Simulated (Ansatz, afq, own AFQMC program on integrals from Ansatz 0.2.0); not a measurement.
# BH3F (doublet): quantum Monte Carlo beside coupled cluster at distance B1–H4 along a hydrogen transfer = 1.194 Å, cc-pVTZ

Aim: compute BH3F (doublet) with auxiliary-field quantum Monte Carlo on the same integrals as coupled cluster, and set the energies side by side.

Program: Ansatz 0.2.0, Gaussian basis, and an in-house AFQMC program (afq) on its integrals; all values are calculated. Level of theory: cc-pVTZ, frozen cores. These are calculated values, not measurements.

The runs, in order: PBE (unrestricted); r2SCAN (unrestricted); PBE0 (unrestricted); B3LYP (unrestricted); CCSD(T) on UHF; wB97M-V (unrestricted); B2PLYP (unrestricted); CCSD(T) on UHF; CCSD(T) on UHF; Phaseless AFQMC, CISD trial on UHF.

## 1. The geometry

The geometry derives from fragments relaxed apart (PBE0/def2-TZVP) and kept rigid, so it is no stationary point. A hydrogen atom is moved between rigid fragments.

5 atoms, charge 0, spin multiplicity 2.

Atoms are counted from 1 here; the program's logs count them from 0.

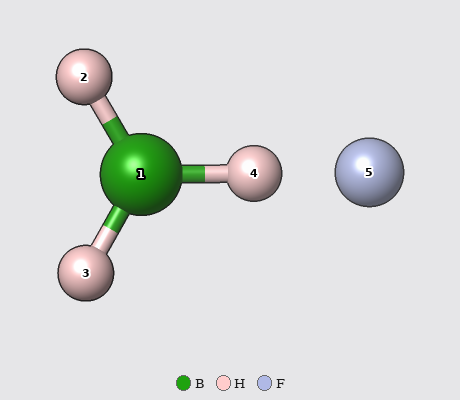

The structure; boron green, hydrogen pink, fluorine light blue; atoms are numbered from 1 in the order of the file.

As a file:

```xyz
5
charge 0, multiplicity 2
B    -1.3991    0.0000    0.0000
H    -1.9959    1.0336    0.0000
H    -1.9959   -1.0336    0.0000
H    -0.2057    0.0000    0.0000
F     1.0189    0.0000    0.0000
```

## 2. PBE (unrestricted)

File in.yaml:

```yaml
crystal:
  periodic: [false, false, false]
  atoms:
    - {symbol: B, position_ang: [-1.399136, 0.000000, 0.000000]}
    - {symbol: H, position_ang: [-1.995869, 1.033571, 0.000000]}
    - {symbol: H, position_ang: [-1.995869, -1.033571, 0.000000]}
    - {symbol: H, position_ang: [-0.205670, 0.000000, 0.000000]}
    - {symbol: F, position_ang: [1.018864, 0.000000, 0.000000]}
basis:
  gaussian: {orbitals: cc-pVTZ}
magnetization: {spin_polarized: true, initial_magnetization: 1}
hamiltonian: {xc: {name: PBE}}
output: {orbitals: {seedname: orbitals}}
```

On the command line:

```console
> ansatz run in.yaml --threads 1 --pin off --events-out ev --progress --plain --max-ram 5632MiB --backend cpu
```

The program printed:

```text
Functional definition: PBE
  name "PBE"
  cite "Perdew, Burke & Ernzerhof, Phys. Rev. Lett. 77, 3865 (1996) doi:10.1103/PhysRevLett.77.3865"
  parent pbe
  parameter kappa = 0.804
  parameter beta = 0.06672455060314922
  exchange = pbe_x(kappa = kappa, mu = beta*pi^2/3)
  correlation = pbe_c(beta = beta)
538 factors; their error is unknown
mean field evaluation 1: about -3434.1524 eV, gradient 1.7e1 eV
mean field evaluation 2: about -3433.9987 eV, gradient 2.2e1 eV
mean field evaluation 4: about -3435.4767 eV, gradient 1.9e0 eV
mean field evaluation 8: about -3435.4710 eV, gradient 2.7e-2 eV
mean field evaluation 16: about -3435.4710 eV, gradient 2.1e-5 eV
mean field -3435.47100876 eV, -126.2512309262 hartree, gradient 2.1e-5 eV, S^2 0.752153; 0 other end points of the search recorded, 0 dependent functions left out
reference -3435.47103945 eV, -126.2512320538 hartree; 9, 8 occupied and 93, 94 virtual orbitals, 538 factors
Total energy: -3435.47103945 eV, -126.2512320538 hartree
```

It took 1.2 s on 1 thread of AMD EPYC 7R13 (Zen 3), shared host; peak memory 0.73 GiB.

From the report: ⟨S²⟩ of the determinant 0.752 (pure doublet: 0.75).

## 3. r2SCAN (unrestricted)

Changes to in.yaml since step 2:

```diff
@@ -11,3 +11,2 @@
 magnetization: {spin_polarized: true, initial_magnetization: 1}
-hamiltonian: {xc: {name: PBE}}
-output: {orbitals: {seedname: orbitals}}
+hamiltonian: {xc: {name: r2SCAN}}
```

The command is unchanged.

The program printed:

```text
Functional definition: r2SCAN
  name "r2SCAN"
  cite "Furness, Kaplan, Ning, Perdew & Sun, J. Phys. Chem. Lett. 11, 8208 (2020) doi:10.1021/acs.jpclett.0c02405"
  cite "Furness, Kaplan, Ning, Perdew & Sun, J. Phys. Chem. Lett. 11, 9248 (2020) doi:10.1021/acs.jpclett.0c03077"
  parent r2scan
  parameter k0 = 0.174
  parameter k1 = 0.065
  parameter a1 = 4.9479
  exchange = r2scan_x(k0 = k0, k1 = k1, a1 = a1)
  correlation = r2scan_c
538 factors; their error is unknown
mean field evaluation 1: about -3436.6887 eV, gradient 1.7e1 eV
mean field evaluation 2: about -3436.0988 eV, gradient 2.4e1 eV
mean field evaluation 4: about -3437.7452 eV, gradient 1.6e0 eV
mean field evaluation 8: about -3437.7570 eV, gradient 7.9e-2 eV
mean field evaluation 16: about -3437.7344 eV, gradient 2.1e-5 eV
mean field -3437.73443673 eV, -126.3344103698 hartree, gradient 2.2e-5 eV, S^2 0.755397; 0 other end points of the search recorded, 0 dependent functions left out
reference -3437.73444735 eV, -126.3344107599 hartree; 9, 8 occupied and 93, 94 virtual orbitals, 538 factors
Total energy: -3437.73444735 eV, -126.3344107599 hartree
```

It took 2.4 s on 1 thread of AMD EPYC 7R13 (Zen 3), shared host; peak memory 0.73 GiB.

From the report: ⟨S²⟩ of the determinant 0.755 (pure doublet: 0.75).

## 4. PBE0 (unrestricted)

Changes to in.yaml since step 3:

```diff
@@ -11,2 +11,3 @@
 magnetization: {spin_polarized: true, initial_magnetization: 1}
-hamiltonian: {xc: {name: r2SCAN}}
+hamiltonian: {xc: {name: PBE0}}
+output: {orbitals: {seedname: orbitals}}
```

Launched as before.

The program printed:

```text
Functional definition: PBE0
  name "PBE0"
  cite "Adamo & Barone, J. Chem. Phys. 110, 6158 (1999) doi:10.1063/1.478522"
  cite "Perdew, Burke & Ernzerhof, Phys. Rev. Lett. 77, 3865 (1996) doi:10.1103/PhysRevLett.77.3865"
  parent pbe
  parameter a = 0.25
  parameter kappa = 0.804
  parameter beta = 0.06672455060314922
  exchange = (1 - a)*pbe_x(kappa = kappa, mu = beta*pi^2/3) + a*exact_x
  correlation = pbe_c(beta = beta)
538 factors; their error is unknown
mean field evaluation 1: about -3434.5196 eV, gradient 1.8e1 eV
mean field evaluation 2: about -3433.3076 eV, gradient 2.9e1 eV
mean field evaluation 4: about -3435.5991 eV, gradient 1.3e0 eV
mean field evaluation 8: about -3435.5996 eV, gradient 2.0e-1 eV
mean field evaluation 16: about -3435.5997 eV, gradient 3.8e-5 eV
mean field -3435.59971864 eV, -126.2559609267 hartree, gradient 3.8e-5 eV, S^2 0.755374; 0 other end points of the search recorded, 0 dependent functions left out
reference -3435.59974159 eV, -126.2559617704 hartree; 9, 8 occupied and 93, 94 virtual orbitals, 538 factors
Total energy: -3435.59974159 eV, -126.2559617704 hartree
```

Run time: 1.3 s. Hardware: 1 thread of AMD EPYC 7R13 (Zen 3), shared host; peak memory 0.73 GiB.

From the report: ⟨S²⟩ of the determinant 0.755 (pure doublet: 0.75).

## 5. B3LYP (unrestricted)

Changes to in.yaml since step 4:

```diff
@@ -11,3 +11,2 @@
 magnetization: {spin_polarized: true, initial_magnetization: 1}
-hamiltonian: {xc: {name: PBE0}}
-output: {orbitals: {seedname: orbitals}}
+hamiltonian: {xc: {name: B3LYP}}
```

Launched as before.

The program printed (excerpt; [...] marks lines left out):

```text
Functional definition: B3LYP
  name "B3LYP"
  cite "Stephens, Devlin, Chabalowski & Frisch, J. Phys. Chem. 98, 11623 (1994) doi:10.1021/j100096a001"
  cite "Becke, Phys. Rev. A 38, 3098 (1988) doi:10.1103/PhysRevA.38.3098"
  cite "Lee, Yang & Parr, Phys. Rev. B 37, 785 (1988) doi:10.1103/PhysRevB.37.785"
  cite "Vosko, Wilk & Nusair, Can. J. Phys. 58, 1200 (1980) doi:10.1139/p80-159"
[...]
538 factors; their error is unknown
[...]
mean field -3439.77277034 eV, -126.4093177483 hartree, gradient 9.9e-6 eV, S^2 0.754209; 0 other end points of the search recorded, 0 dependent functions left out
reference -3439.77296135 eV, -126.4093247678 hartree; 9, 8 occupied and 93, 94 virtual orbitals, 538 factors
Total energy: -3439.77296135 eV, -126.4093247678 hartree
```

Run time: 1.3 s. Hardware: 1 thread of AMD EPYC 7R13 (Zen 3), shared host; peak memory 0.73 GiB.

From the report: ⟨S²⟩ of the determinant 0.754 (pure doublet: 0.75).

## 6. CCSD(T) on UHF

Changes to in.yaml since step 5:

```diff
@@ -11,2 +11,2 @@
 magnetization: {spin_polarized: true, initial_magnetization: 1}
-hamiltonian: {xc: {name: B3LYP}}
+correlation: {method: ccsd_t, electrons: outside_noble_gas, hamiltonian_folder: ham}
```

On the command line:

```console
> ansatz run in.yaml --threads 1 --pin off --events-out ev --progress --plain --max-ram 16896MiB --backend cuda --devices 0, --max-vram 18GiB
```

The program printed (excerpt; [...] marks lines left out):

```text
Functional definition: HF
  name "HF"
  cite "Fock, Z. Phys. 61, 126 (1930) doi:10.1007/BF01340294"
  parent pbe
[...]
595 factors; integrals over basis functions are off by at most 1.7e-3 eV
[...]
mean field -3422.44911343 eV, -125.7726850991 hartree, gradient 8.6e-6 eV, S^2 0.774697; 8 other end points of the search recorded, 0 dependent functions left out
determinant -3422.44911343 eV, -125.7726850991 hartree, with singles and doubles -3432.93939125 eV, -126.1581956986 hartree
determinant -3420.49929145 eV, -125.7010304630 hartree, with singles and doubles -3430.31185503 eV, -126.0616355236 hartree
determinant -3420.46919375 eV, -125.6999243929 hartree, with singles and doubles -3430.27676180 eV, -126.0603458710 hartree
2 core orbitals not correlated: weight in the atoms' cores, before any rotation towards them, 1.000 or more for the frozen orbitals, at most 0.000 for the correlated occupied ones
reference -3422.44911343 eV, -125.7726850991 hartree; 7, 6 occupied and 93, 94 virtual orbitals, 595 factors
second order -9.59640551 eV of doubles, -0.00000000 eV of singles
cycle   1  -10.39198795 eV  change    -1.3e0 eV  update   2.3e-2
[...]
cycle   9  -10.42759530 eV  change   -2.7e-6 eV  update   1.4e-5
perturbative correction -0.26727887 eV, -0.0098223173 hartree
Total energy: -3433.14398760 eV, -126.1657144757 hartree
```

It took 9.5 s on 1 × NVIDIA H100 80GB HBM3 with 1 thread of AMD EPYC 7R13 (Zen 3), shared host; peak host memory 0.84 GiB.

From the report: ⟨S²⟩ of the determinant 0.775 (pure doublet: 0.75); correlation -10.6949 eV; T1 0.026; largest double amplitude 0.04.

This run also writes the integrals to the folder ham.

## 7. wB97M-V (unrestricted)

Changes to in.yaml since step 6:

```diff
@@ -11,2 +11,3 @@
 magnetization: {spin_polarized: true, initial_magnetization: 1}
-correlation: {method: ccsd_t, electrons: outside_noble_gas, hamiltonian_folder: ham}
+hamiltonian: {xc: {name: wB97M-V}}
+output: {orbitals: {seedname: orbitals}}
```

On the command line:

```console
> ansatz run in.yaml --threads 1 --pin off --events-out ev --progress --plain --max-ram 5632MiB --backend cpu
```

The program printed (excerpt; [...] marks lines left out):

```text
Functional definition: wB97M-V
  name "wB97M-V"
  cite "Mardirossian & Head-Gordon, J. Chem. Phys. 144, 214110 (2016) doi:10.1063/1.4952647"
  cite "Becke, J. Chem. Phys. 107, 8554 (1997) doi:10.1063/1.475007"
  cite "Vydrov & Van Voorhis, J. Chem. Phys. 133, 244103 (2010) doi:10.1063/1.3521275"
  # Of w^i u^j: cxij and so on, Table III.
[...]
  gx(w, u) = 1 - cx + cx01*u + cx10*w
  gss(w, u) = css00 + css04*u^4 + css10*w + css20*w^2 + css43*w^4*u^3
  gos(w, u) = cos00 + cos10*w + (cos20 + cos21*u)*w^2 + (cos60 + cos61*u)*w^6
[...]
      + integral(e_c_pw_mod_opposite_spin*gos(b97_w_opposite, b97_u_opposite)) + vv10(b, c)
538 factors; their error is unknown
129 factors; integrals over basis functions are off by at most 1.6e-5 eV
[...]
mean field -3437.78324070 eV, -126.3362038826 hartree, gradient 4.2e-5 eV, S^2 0.754209; 0 other end points of the search recorded, 0 dependent functions left out
reference -3437.78327680 eV, -126.3362052091 hartree; 9, 8 occupied and 93, 94 virtual orbitals, 538 factors
Total energy: -3437.78327680 eV, -126.3362052091 hartree
```

Wall time 3.6 s (1 thread of AMD EPYC 7R13 (Zen 3), shared host); peak memory 0.73 GiB.

From the report: ⟨S²⟩ of the determinant 0.754 (pure doublet: 0.75).

## 8. B2PLYP (unrestricted)

Changes to in.yaml since step 7:

```diff
@@ -11,3 +11,3 @@
 magnetization: {spin_polarized: true, initial_magnetization: 1}
-hamiltonian: {xc: {name: wB97M-V}}
-output: {orbitals: {seedname: orbitals}}
+hamiltonian: {xc: {name: B2PLYP}}
+correlation: {electrons: outside_noble_gas}
```

Launched as before.

The program printed (excerpt; [...] marks lines left out):

```text
Functional definition: B2PLYP
  name "B2PLYP"
  cite "Grimme, J. Chem. Phys. 124, 034108 (2006) doi:10.1063/1.2148954"
  cite "Becke, Phys. Rev. A 38, 3098 (1988) doi:10.1103/PhysRevA.38.3098"
  cite "Lee, Yang & Parr, Phys. Rev. B 37, 785 (1988) doi:10.1103/PhysRevB.37.785"
[...]
595 factors; integrals over basis functions are off by at most 1.7e-3 eV
[...]
mean field -3433.86834225 eV, -126.1923340180 hartree, gradient 6.3e-6 eV, S^2 0.760857; 0 other end points of the search recorded, 0 dependent functions left out
2 core orbitals not correlated: weight in the atoms' cores, before any rotation towards them, 1.000 or more for the frozen orbitals, at most 0.000 for the correlated occupied ones
reference -3433.86846232 eV, -126.1923384308 hartree; 7, 6 occupied and 93, 94 virtual orbitals, 595 factors
second order -11.70234170 eV of doubles, -0.00000000 eV of singles
Total energy: -3437.02809458 eV, -126.3084527746 hartree
```

Run time: 1.8 s. Hardware: 1 thread of AMD EPYC 7R13 (Zen 3), shared host; peak memory 0.73 GiB.

From the report: ⟨S²⟩ of the determinant 0.761 (pure doublet: 0.75).

## 9. CCSD(T) on UHF

Changes to in.yaml since step 8:

```diff
@@ -9,5 +9,4 @@
 basis:
-  gaussian: {orbitals: cc-pVTZ}
+  gaussian: {orbitals: def2-TZVPP}
 magnetization: {spin_polarized: true, initial_magnetization: 1}
-hamiltonian: {xc: {name: B2PLYP}}
-correlation: {electrons: outside_noble_gas}
+correlation: {method: ccsd_t, electrons: outside_noble_gas}
```

On the command line:

```console
> ansatz run in.yaml --threads 1 --pin off --events-out ev --progress --plain --max-ram 16896MiB --backend cuda --devices 0, --max-vram 18GiB
```

The program printed (excerpt; [...] marks lines left out):

```text
Functional definition: HF
  name "HF"
  cite "Fock, Z. Phys. 61, 126 (1930) doi:10.1007/BF01340294"
  parent pbe
[...]
628 factors; integrals over basis functions are off by at most 1.6e-3 eV
[...]
mean field -3422.63776619 eV, -125.7796179602 hartree, gradient 3.5e-6 eV, S^2 0.775238; 8 other end points of the search recorded, 0 dependent functions left out
determinant -3422.63776619 eV, -125.7796179602 hartree, with singles and doubles -3433.11182437 eV, -126.1645324988 hartree
determinant -3420.67573506 eV, -125.7075146460 hartree, with singles and doubles -3430.44301585 eV, -126.0664555946 hartree
determinant -3420.64433923 eV, -125.7063608707 hartree, with singles and doubles -3430.40549863 eV, -126.0650768624 hartree
2 core orbitals not correlated: weight in the atoms' cores, before any rotation towards them, 1.000 or more for the frozen orbitals, at most 0.000 for the correlated occupied ones
reference -3422.63776619 eV, -125.7796179602 hartree; 7, 6 occupied and 95, 96 virtual orbitals, 628 factors
second order -9.55881397 eV of doubles, -0.00000000 eV of singles
cycle   1  -10.37702892 eV  change    -1.3e0 eV  update   2.2e-2
[...]
cycle   9  -10.40836185 eV  change   -4.9e-6 eV  update   1.3e-5
perturbative correction -0.26450358 eV, -0.0097203271 hartree
Total energy: -3433.31063161 eV, -126.1718385302 hartree
```

Wall time 9 s (1 × NVIDIA H100 80GB HBM3 with 1 thread of AMD EPYC 7R13 (Zen 3), shared host); peak host memory 0.83 GiB.

From the report: ⟨S²⟩ of the determinant 0.775 (pure doublet: 0.75); correlation -10.6729 eV; T1 0.027; largest double amplitude 0.03.

## 10. CCSD(T) on UHF

Changes to in.yaml since step 9:

```diff
@@ -9,3 +9,3 @@
 basis:
-  gaussian: {orbitals: def2-TZVPP}
+  gaussian: {orbitals: "def2-QZVPP.json"}
 magnetization: {spin_polarized: true, initial_magnetization: 1}
```

The command is unchanged.

The program printed (excerpt; [...] marks lines left out):

```text
Functional definition: HF
  name "HF"
  cite "Fock, Z. Phys. 61, 126 (1930) doi:10.1007/BF01340294"
  parent pbe
[...]
1232 factors; integrals over basis functions are off by at most 8.2e-4 eV
[...]
mean field -3422.79611291 eV, -125.7854370948 hartree, gradient 3.1e-6 eV, S^2 0.775757; 8 other end points of the search recorded, 0 dependent functions left out
determinant -3422.79611291 eV, -125.7854370948 hartree, with singles and doubles -3434.12604682 eV, -126.2018044864 hartree
determinant -3420.83137691 eV, -125.7132343787 hartree, with singles and doubles -3431.44196416 eV, -126.1031662681 hartree
determinant -3420.79977321 eV, -125.7120729640 hartree, with singles and doubles -3431.40331894 eV, -126.1017460825 hartree
2 core orbitals not correlated: weight in the atoms' cores, before any rotation towards them, 1.000 or more for the frozen orbitals, at most 0.000 for the correlated occupied ones
reference -3422.79611291 eV, -125.7854370948 hartree; 7, 6 occupied and 195, 196 virtual orbitals, 1232 factors
second order -10.40491005 eV of doubles, -0.00000000 eV of singles
cycle   1  -11.10892151 eV  change    -1.4e0 eV  update   2.6e-2
[...]
cycle  10  -11.16048010 eV  change   -1.5e-6 eV  update   6.4e-6
perturbative correction -0.32022836 eV, -0.0117681752 hartree
Total energy: -3434.27682137 eV, -126.2073453489 hartree
```

Wall time 16 s (1 × NVIDIA H100 80GB HBM3 with 1 thread of AMD EPYC 7R13 (Zen 3), shared host); peak host memory 1 GiB.

From the report: ⟨S²⟩ of the determinant 0.776 (pure doublet: 0.75); correlation -11.4807 eV; T1 0.029; largest double amplitude 0.03.

## 11. Phaseless AFQMC, CISD trial on UHF

It reads the integrals that the CCSD(T) run on this determinant wrote.

On the command line:

```console
> afq ham --method phaseless --trial cisd --walkers 900 --populations 20 --least-time 60 --time-step 0.005 --steps-per-block 50 --equilibration-blocks 28 --max-blocks 4000 --target-error 0.00021 --factor-cut 1e-05 --start spin_pure --seed 8822 --release-times 0.24,0.51,0.99,1.62,2.4 --release-step 0.03 --release-every 3 --taylor-order 6
```

The program printed:

```text
orbitals 100  electrons 7 6  factors 594 of 595
reference energy -125.77268510 Eh
CCSD correlation -0.38320716 Eh in 13 cycles, weight of the determinant in the CISD state 0.8840
energy of the start -126.154570 Eh
 block  time / (1/Eh)  mean weight  energy / Eh
     1     0.250  0.9986  -126.154739
     2     0.500  0.9993  -126.159001
     3     0.750  1.0006  -126.160821
     4     1.000  1.0001  -126.161582
     5     1.250  0.9987  -126.164546
     6     1.500  0.9991  -126.167001
     7     1.750  0.9990  -126.164083
     8     2.000  1.0002  -126.165106
     9     2.250  0.9991  -126.168474
    10     2.500  0.9994  -126.166801
    13     3.250  0.9992  -126.166074
    17     4.250  1.0008  -126.168809
    21     5.250  0.9979  -126.165025
    25     6.250  1.0001  -126.167009
    29     7.250  1.0008  -126.169440
    33     8.250  0.9993  -126.167600
    37     9.250  1.0001  -126.167220
    41    10.250  0.9999  -126.167400
    45    11.250  1.0014  -126.165526
    49    12.250  1.0007  -126.166836
    53    13.250  1.0007  -126.166879
    57    14.250  1.0004  -126.166015
    61    15.250  1.0006  -126.166979
    65    16.250  0.9992  -126.165537
    69    17.250  0.9996  -126.166000
    73    18.250  1.0008  -126.168374
    77    19.250  0.9982  -126.164373
    81    20.250  1.0007  -126.165883
    85    21.250  1.0004  -126.164326
    89    22.250  1.0001  -126.163462
    93    23.250  1.0005  -126.169530
    97    24.250  1.0003  -126.166804
   101    25.250  1.0004  -126.165631
   105    26.250  0.9992  -126.166585
   109    27.250  1.0007  -126.167599
   113    28.250  0.9985  -126.166699
   117    29.250  1.0002  -126.165339
   121    30.250  1.0007  -126.167254
   125    31.250  0.9997  -126.165677
   129    32.250  0.9979  -126.166014
   133    33.250  1.0012  -126.162972
   137    34.250  1.0008  -126.164205
   141    35.250  0.9989  -126.167990
   145    36.250  0.9983  -126.168698
   149    37.250  1.0008  -126.165806
   153    38.250  0.9998  -126.166075
   157    39.250  0.9989  -126.165468
   161    40.250  1.0009  -126.164597
   165    41.250  1.0002  -126.165995
   169    42.250  1.0003  -126.167311
error from the spread of 20 populations
released: time / (1/Eh)  energy / Eh  error  mean overlap
  0.24  -126.166153  0.000430  0.9906
  0.51  -126.166572  0.000209  0.9841
  0.99  -126.167245  0.000225  0.9654
  1.62  -126.167179  0.000349  0.9519
  2.40  -126.168051  0.000429  0.9043
energy -126.166362 +/- 0.000210 Eh
```

It took 3.9 min on 1 × NVIDIA H100 80GB HBM3 with 2 threads of AMD EPYC 7R13 (Zen 3), shared host; peak host memory 1.6 GiB.

Energy -3433.1616 ± 0.0057 eV. Caveats: constraint bias not in the error.

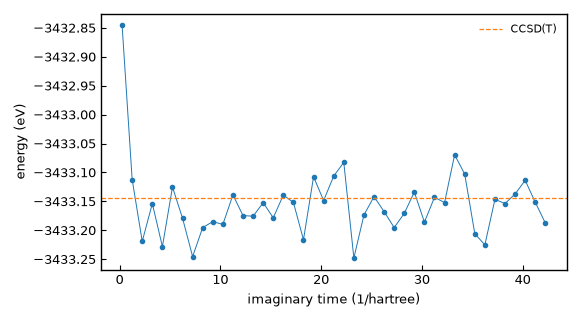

Block energies along the walk.

## 12. AFQMC on the ladder

On the UHF determinant, counted from CCSD(T) (a yardstick, not exact):

```csv
level,energy (eV),from CCSD(T) (meV),statistical error (meV),time
HF,-3422.4491,+10694.9,,
MP2,-3432.0455,+1098.5,,
CCSD,-3432.8767,+267.3,,
CCSD(T),-3433.1440,0.0,,
"Phaseless AFQMC, CISD trial, step 0.005, 900 walkers",-3433.1616,-17.6,5.7,3.9 min
```

The functionals' totals stand on their own zeros and serve differences with other points: PBE -3435.471 eV; r2SCAN -3437.734 eV; PBE0 -3435.600 eV; B3LYP -3439.773 eV; wB97M-V -3437.783 eV; B2PLYP -3437.028 eV.

## 13. What came out

| quantity | value |
| --- | --- |
| Phaseless AFQMC, CISD trial on UHF from CCSD(T) | -17.6 ± 5.7 meV |

What this shows: On UHF the phaseless walk with the CISD trial lies -17.6 meV from CCSD(T), 3 times its error bar. Error bars are statistical and leave out the constraint, the time step and what remains of the start.
